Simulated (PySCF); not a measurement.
Molecule: SMILES [CH](/[GeH3])=C\[SiH2]C (C3H10GeSi). Atoms near the plane z = 0.0 Å, at the GFN2-xTB optimised geometry (x, y, z in Å): Ge5 (0.1, 0.5, 0.0), H11 (-1.6, -1.9, 0.4), H13 (1.6, 0.5, 0.0), H14 (-0.3, 1.9, 0.0).

Level of theory: PBE0/def2-TZVP in PySCF 2.14.0. Cells within 0.4 Å of a nucleus heavier than hydrogen are left out (blank, or x). The values are rescaled to run from 0 to 1.

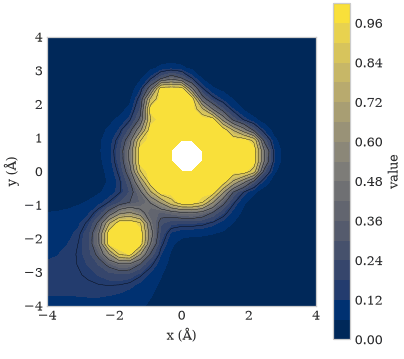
Figure: a field on the plane z = 0.0 Å.

Q: Which quantity is mapped?
A. deformation density (molecule minus spherical neutral atoms)
B. Laplacian of the electron density
C. an orbital amplitude
D. electrostatic potential

A: D, electrostatic potential. In full: electrostatic potential (hartree/e), clipped to [-0.08, 0.12].
